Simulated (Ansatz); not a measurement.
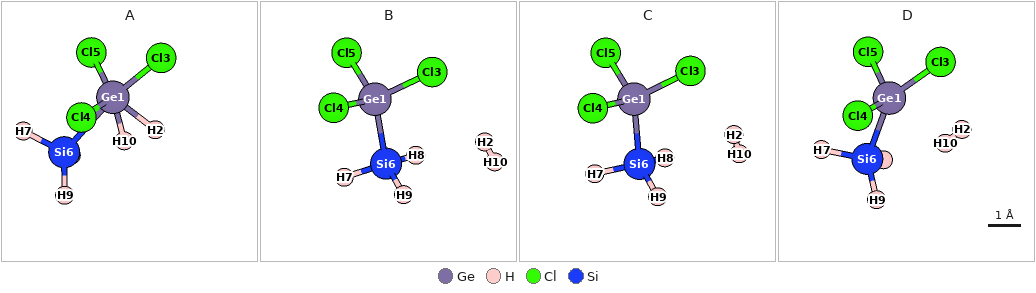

4 geometries from a converged minimum-energy path of GeSiH5Cl3, made up at the start of GeHCl3 and SiH4, shuffled. The picture is a ball-and-stick view, seen from a free direction.

The calculation used RKS PBE0-D4/def2-SVP (Ansatz). Run with 9 movable images; climbing image; force threshold 0.05 eV/Å; iteration limit 60; starting path through a guess of the saddle point.

Q: One of them is the converged climbing image. Which?

A: A. In order along the path, whose images run from 0 to 10: A (image 4, +75.2 kcal/mol), D (image 6, +20.2 kcal/mol), C (image 9, 0.0 kcal/mol), B (image 10, −0.5 kcal/mol). Breaking: Ge1–H2 (1.53 → 1.78 at the top → 3.74 Å), Si6–H10 (1.50 → 1.98 at the top → 3.54 Å). Forming: Ge1–Si6 (4.18 → 2.64 at the top → 2.38 Å), H2–H10 (2.84 → 1.09 at the top → 0.76 Å).

Limits of the set-up: the start holds two separate molecules, 2.8 Å apart at their closest, whose relative position is a soft coordinate.
